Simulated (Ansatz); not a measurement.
# A van 't Hoff estimate for SiH2(CH3)Cl + C3H9N ⇌ SiH2(CH3)(NH2) + C3H7Cl

Gas-phase species: SiH2(CH3)Cl ((chlorosilyl)methane), singlet; C3H9N (isopropylamine) `CC(C)N`, singlet; SiH2(CH3)(NH2), singlet; C3H7Cl (2-chloropropane) `CC(C)Cl`, singlet. The partners trade Cl for NH2: Si–Cl and C–NH2 bonds give way to Si–NH2 and C–Cl.

The electronic reaction energy at CCSD(T)/CBS estimate is +37.5 kJ/mol. Shapes: PBE0-D4/def2-TZVP. Flexible molecules stand in one conformer, not always the lowest. Programs: Ansatz 0.2.0. Enthalpy and entropy come from rigid-rotor, harmonic-oscillator sums on unscaled PBE0-D4/def2-TZVP wavenumbers, ideal gases at 1 bar. Symmetry numbers: SiH2(CH3)Cl 1, C3H9N 1, SiH2(CH3)(NH2) 1, C3H7Cl 1. R = 8.3145 J/(mol K).

```
T (K)  ΔH (kJ/mol)  ΔS (J/(mol K))
  600        +35.1           +14.3
  800            ?               ?
 1000        +36.4           +16.1
```

Problem. Work out ln K at 600 and 1000 K, and from these estimate it at 800 K.

Solution. 
1. 600 K: ΔG = +35.1 − 600 × (+14.3)/1000 = +26.5 kJ/mol; ln K = −ΔG/RT = -5.31.
2. 1000 K: ΔG = +36.4 − 1000 × (+16.1)/1000 = +20.3 kJ/mol; ln K = −ΔG/RT = -2.44.
3. Slope against 1000/T: (-2.44 − (-5.31))/(1.0000 − 1.6667) = -4.30, that is −ΔH/R with ΔH near +36 kJ/mol.
4. 800 K: ln K = -5.31 + (-4.30) × (1.2500 − 1.6667) = -3.52.

The full sums give ΔH = +35.9 kJ/mol, ΔS = +15.5 J/(mol K), ΔG = +23.5 kJ/mol and ln K = -3.53 at 800 K, so the line is off by +0.01 in ln K; without rounding the miss is +0.01, from the change of ΔH with temperature. The reactants are favoured over this whole range. An error of 10 kJ/mol in the energy moves ln K by 1.5 at 800 K. Soft modes are treated as harmonic, which can err either way at these temperatures; the lowest are those of SiH2(CH3)Cl (164 cm⁻¹), C3H9N (220 cm⁻¹), SiH2(CH3)(NH2) (145 cm⁻¹), C3H7Cl (240 cm⁻¹). Other conformers aren't counted. Other reactions of these species are left aside. The CBS estimate extrapolates MP2 from def2-TZVPP and def2-QZVPP and adds CCSD(T) − MP2 in the triple-zeta set, cores frozen.

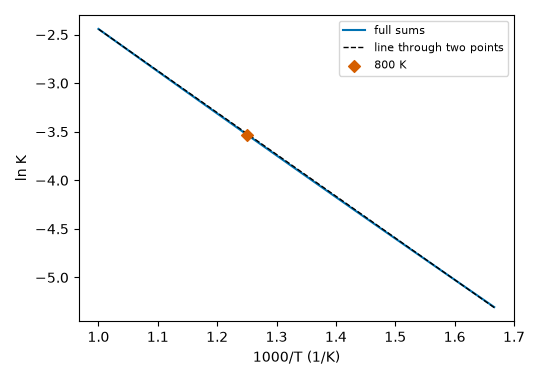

The van 't Hoff plot.
